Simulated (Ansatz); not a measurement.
## MoS2 (R3m): refractive index against wavelength

The refractive index of MoS2 (R3m) along x below the direct gap (1.71 eV on the mesh) is read from one computed spectrum, n = √(Re ε). x, y and z are the Cartesian axes of the input cell.

The structure is trigonal, space group R3m (No. 160). Conventional cell: a = 3.160 Å, b = 3.160 Å, c = 18.450 Å, α = 90.00°, β = 90.00°, γ = 120.00°. Mo on site a is surrounded by 6 S at 2.39 Å. Around S on site a lie 3 Mo at 2.39 Å. S on site a has 3 Mo at 2.39 Å as nearest neighbours.

Method: Ansatz 0.2.0, PBE, independent particles, k-mesh 12×12×12 with interpolation inside its cells, Gaussian parameter 0.15 eV.

Launch of the response step: `ansatz run input.yaml --threads 4 --pin off --max-ram 8192MiB --backend cpu --events-out ev --progress --plain --runs-dir out`. The run took 48 s, on 4 threads of Intel(R) Xeon(R) Platinum 8488C (Sapphire Rapids) (shared host).

```
wavelength (nm)  photon energy E (eV)       n
           3000                 0.413  4.0430
           2000                 0.620  4.0859
           1550                 0.800  4.1409
           1310                 0.946  4.2011
           1064                 1.165       ?
```

In the single-oscillator model n² − 1 = E₀E_d/(E₀² − E²), so 1/(n² − 1) = E₀/E_d − E²/(E₀E_d) is linear in E².

Working, on the rows shown:

| x = E² (eV²) | y = 1/(n² − 1) |
| --- | --- |
| 0.170801 | 0.0651642 |
| 0.384302 | 0.0637163 |
| 0.639837 | 0.0619308 |
| 0.895757 | 0.0600628 |

Means: x̄ = 0.52267, ȳ = 0.062719. Σ(x − x̄)(y − ȳ) = -0.002082, Σ(x − x̄)² = 0.2959. Slope = -0.002082 / 0.2959 = -0.007036; intercept = ȳ − slope · x̄ = 0.066396. Turned back into n, the line misses the rows shown by at most 0.0012.

Q: What does the fit predict for the withheld row, and how well does it do?

A: At x = 1.3578 the line gives y = 0.056843, that is 4.3119. The run gave 4.3275, so the extrapolation is off by 0.016, 5 % of the range in the table.

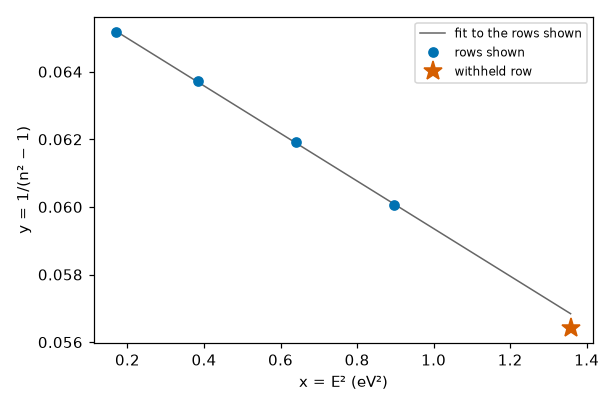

Refitted with all rows, the slope is -0.007374 and the intercept 0.066543. These give E₀ = √(intercept/−slope) = 3.00 eV and E_d = E₀/intercept = 45.1 eV; E₀ is 1.8 times the direct gap. The electronic limit at long wavelengths, without lattice vibrations, is n = √(1 + 1/intercept) = 4.003. Excitons are left out and so are local fields; PBE gaps are as a rule too small. Spin-orbit coupling is left out.

[Logs are printed without paths, hosts, clocks, repeated set-up lines and the standing remarks that a program may print on its own settings, such as how far it seeks lower states.]
